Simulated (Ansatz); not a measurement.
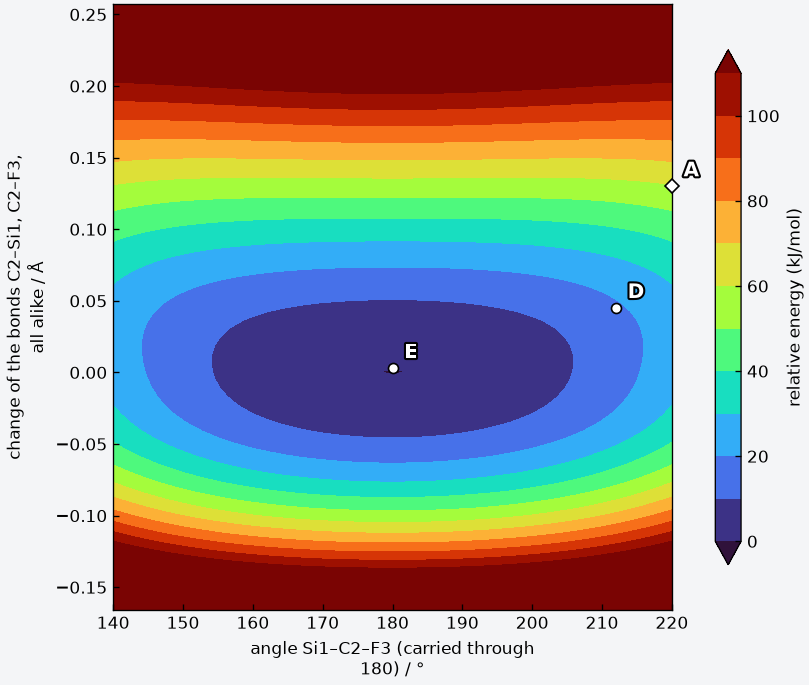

CFSi, SMILES FC#[Si+], charge +1. 
- First axis: angle Si1–C2–F3 (carried through 180). Second axis: change of the bonds C2–Si1, C2–F3, all alike.
- Nothing is relaxed (all other coordinates rigid).
- The grid has 11 × 11 points; 66 points were computed and 55 follow by symmetry.
- Points are written as (first, second).
- Energies are in kJ/mol, from the lowest grid point.
- The calculation used RKS CAM-B3LYP-D4/def2-TZVP (Ansatz).

In the figure: filled contours, one colour for all values above the top of the scale, lettered points. Between grid points the surface is interpolated.

**Rank the lettered points by energy, lowest first.**

E (0 kJ/mol), D (19 kJ/mol), A (59 kJ/mol).
